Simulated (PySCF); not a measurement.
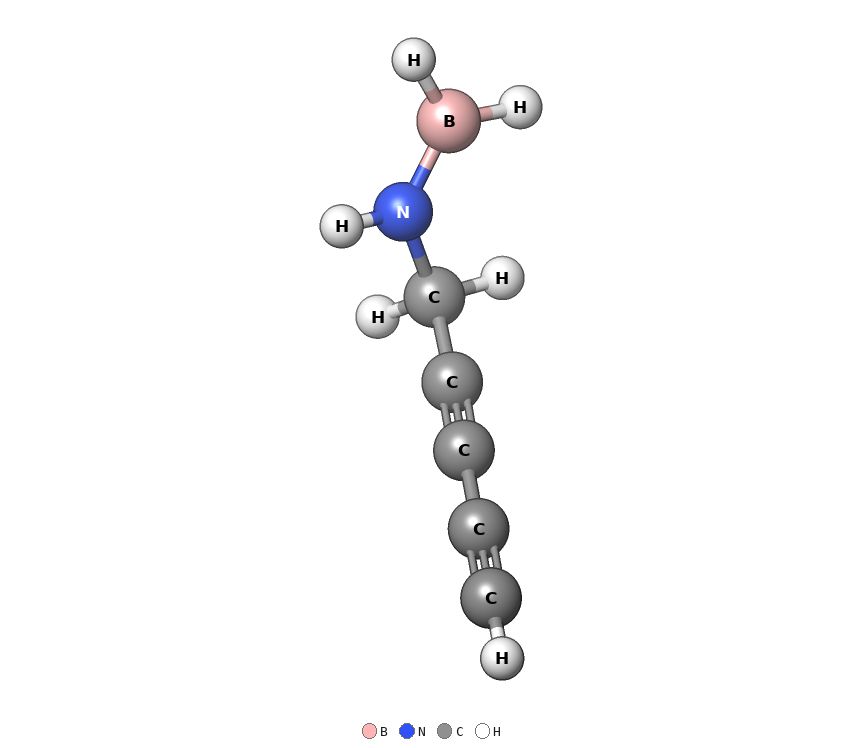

Rendered structure (ball-and-stick style).

Computed geometry: GFN2-xTB optimisation. No frequency run is at hand to confirm it as a minimum.

Describe the molecule.

It has 13 atoms: 5 carbon, 6 hydrogen, 1 boron and 1 nitrogen (C5H6BN). Its SMILES string is `BNCC#CC#C`. It has no ring. Among its groups: alkyne, B–H bond. This geometry has C1 symmetry. Coordination: 1 B trigonal planar; 1 N trigonal planar; 1 C tetrahedral; 4 C linear.

More results for the same structure follow; atom numbers are the same in all pictures, views and colours differ.

**Electronic properties**

No frequency run is at hand to confirm it as a minimum. Method: B3LYP/pcJ-1, gas phase (PySCF 2.14.0).

> Estimate the dipole moment.

1.57 D.

> What is the HOMO energy (Kohn–Sham orbital)?

−7.22 eV.

> What is the HOMO–LUMO gap?

6.15 eV.

**Spin–spin coupling**

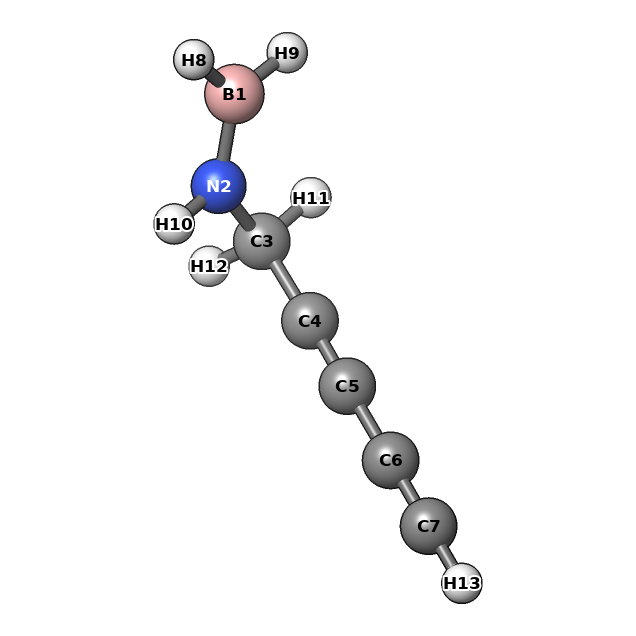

No frequency run is at hand to confirm it as a minimum. Properties computed with B3LYP/pcJ-1 indirect spin-spin coupling, non-relativistic, gas phase (PySCF 2.14.0). Isotopes: 11B, 13C, 1H, 15N.

Give the spin–spin coupling constants of these pairs, with the number of bonds between them: N2/C3, N2/H10, B1/C3, B1/H10, N2/H9, N2/H8, B1/C4, B1/H12, N2/C5.

```tsv
pair	bonds apart	J (Hz)
N2, C3	1	−11.1
N2, H10	1	−84.5
B1, C3	2	2.0
B1, H10	2	0.7
N2, H9	2	−1.6
N2, H8	2	−3.7
B1, C4	3	2.1
B1, H12	3	2.7
N2, C5	3	−1.3
```

**Quadrupole coupling**

No frequency run is at hand to confirm it as a minimum. Electric field gradients from the ground-state density, B3LYP/pcJ-1 (PySCF 2.14.0), non-relativistic apart from any core potentials.

Give the largest field-gradient component, the quadrupole coupling constant and the asymmetry for 11B at B1 (Q = 40.59 mb), 14N at N2 (Q = 20.44 mb).

```csv
atom,V_zz (a.u.),e²qQ/h (MHz),η
B1,0.416,3.97,0.20
N2,−0.631,−3.03,0.97
```

The geometry is semi-empirical. Around B such bond lengths and angles can be off by a tenth of an ångström or more and by several degrees, and values that hang on the shape move with them.
